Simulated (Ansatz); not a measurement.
Cost and result by functional for the surface energy of the (321) surface of fcc Cu in its 1x1 cell, outermost plane spacing 0.49 Å in the ideal cut, in Ansatz (plane waves, PAW). Single points on the PBE structure, on one kind of machine; costs are rough ratios of the slab run's core time (references not counted) to the cheapest single point. r2SCAN's cost holds its higher cutoff (500 against 420 eV). Differences are taken against r2SCAN for comparison alone: no measured value is at hand, so the table doesn't rank accuracy.

Model: 22-atom slab, 10.2 Å thick at the start (thin: gaps and levels are the slab's own), 9x7x1 mesh, Fermi-Dirac 0.1 eV, dipole correction, all atoms relaxed; held to the start's symmetry, so lower structures may exist; no spin, no spin-orbit, no U. These notes are the PBE run's.

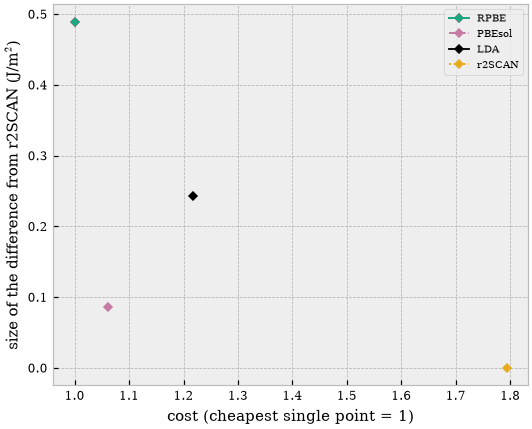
*Difference from r2SCAN against cost*

```json
[
 {"functional": "RPBE", "relative cost": "1", "surface energy (J/m²)": "1.35", "less r2SCAN (J/m²)": "-0.49"},
 {"functional": "PBEsol", "relative cost": "1", "surface energy (J/m²)": "1.92", "less r2SCAN (J/m²)": "0.09"},
 {"functional": "LDA", "relative cost": "1", "surface energy (J/m²)": "2.08", "less r2SCAN (J/m²)": "0.24"},
 {"functional": "r2SCAN", "relative cost": "2", "surface energy (J/m²)": "1.84", "less r2SCAN (J/m²)": "0.00"},
 {"functional": "PBE (the relaxed run's value)", "relative cost": "–", "surface energy (J/m²)": "1.58", "less r2SCAN (J/m²)": "-0.26"}
]
```

The values span 0.73 J/m², while the single points' costs differ by a factor of roughly 2. Differences are of unrounded values.

Ansatz is an electronic-structure program.
